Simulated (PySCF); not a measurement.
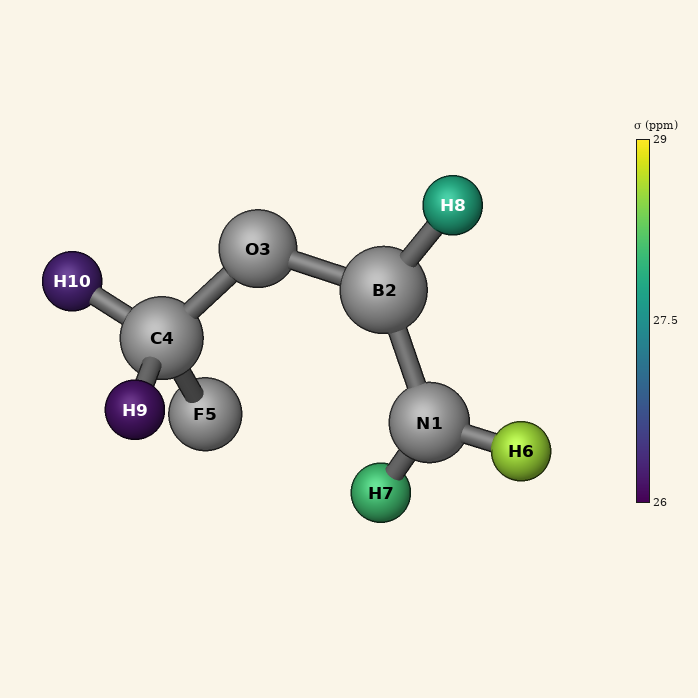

Atoms are coloured by their isotropic NMR shieldings (H only, the others grey). The computed structure is the end point of a PBE0-D3(BJ)/def2-SVP optimisation. No frequency run is at hand to confirm it as a minimum. Method: GIAO WP04/pcSseg-2 NMR shielding, non-relativistic, gas phase (PySCF 2.14.0).

Which H atom is the most shielded (lowest chemical shift)?

Answer. H6 (28.57 ppm).

Which H atom is the least shielded (highest chemical shift)?

Answer. H9 (26.16 ppm).

How wide is the range of H shifts?

Answer. 2.41 ppm.

List the isotropic NMR shieldings of the H atoms.

| atom | σ (ppm) |
| --- | --- |
| H6 | 28.57 |
| H7 | 28.09 |
| H8 | 27.84 |
| H9 | 26.16 |
| H10 | 26.29 |
